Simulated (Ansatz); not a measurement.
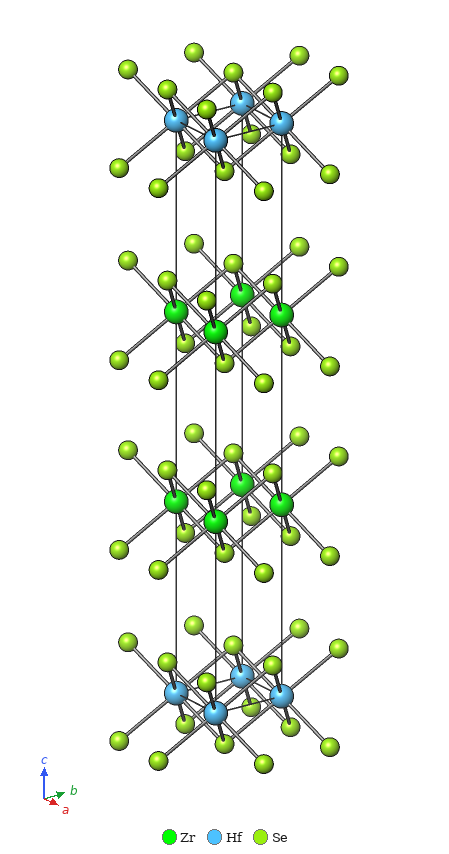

This ball-and-stick model is shown slightly off an axis. One conventional unit cell is outlined, and atoms on its boundary appear in each equivalent place. A few atoms beyond the faces are included.

HfZr₂Se₆, space group P-3m1 (No. 164), a = 3.790 Å, b = 3.790 Å, c = 20.816 Å, α = 90.00°, β = 90.00°, γ = 120.00°. The cell started as a structure type filled with these elements by a generator (whether the compound takes this form wasn't checked). Earlier steps of the study, as a rule a relaxation of our own, may have changed the cell and positions, so they can lie some per cent off the listed ones. It went into a calculation with Ansatz.

This one geometry was computed with Ansatz (DFT, plane waves, PAW) at three levels of theory: PBE, r2SCAN and PBEsol.

> Which level gives the highest pressure at this volume, and what does that say about its equilibrium volume?

Highest: PBE (0.0 GPa), which points to the largest equilibrium volume. Lowest, with the smallest volume: PBEsol (-2.6 GPa). Levels within 0.5 GPa of each other can't be told apart.

> How does the band gap change with the level of theory?

PBEsol: a gap of 0.36 eV, indirect; PBE: a gap of 0.42 eV, indirect; r2SCAN: a gap of 0.73 eV, indirect.

> Collect the results in a table.

| level | cutoff (eV) | k-mesh of the run's cell | gap (eV) | pressure (GPa) |
| --- | --- | --- | --- | --- |
| PBE | 420 | 12×12×2 | 0.42 | 0.0 |
| r2SCAN | 500 | 12×12×2 | 0.73 | -0.7 |
| PBEsol | 420 | 12×12×2 | 0.36 | -2.6 |

Gaps are taken on the k-mesh or band path of each run.
